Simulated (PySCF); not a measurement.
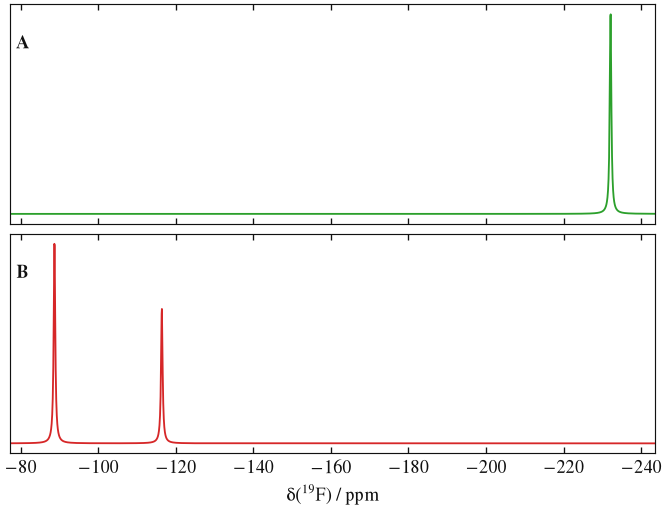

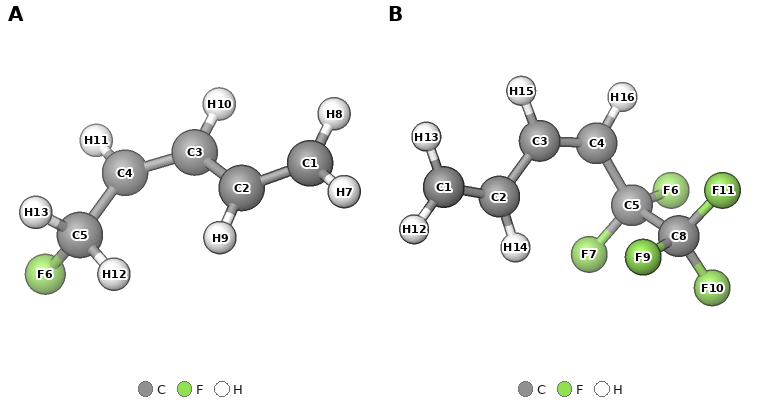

Related molecules: A is C₅H₇F, SMILES C=C/C=C\CF; B is C₆H₅F₅, SMILES C=C/C=C\C(F)(F)C(F)(F)F. GIAO ¹⁹F shifts against CFCl₃ (¹⁹F: this reference is a hard case for the method, so all values can be off together by tens of ppm, and differences between signals are safer), ωB97X-D/pcSseg-2 in PySCF 2.14.0, at a PBE0-D3(BJ)/def2-SVP geometry (no frequency check); fully decoupled, line heights follow the number of nuclei within a panel, widths are arbitrary (no quadrupolar broadening); values of one conformer, averaged over nuclei that symmetry or rotation about single bonds exchange, these motions taken as fast; other conformers aren't averaged in.

### Assign the ¹⁹F signals of each molecule.

A: −232.1 (F6)
B: −88.7 (F9, F10, F11); −116.4 (F6, F7)
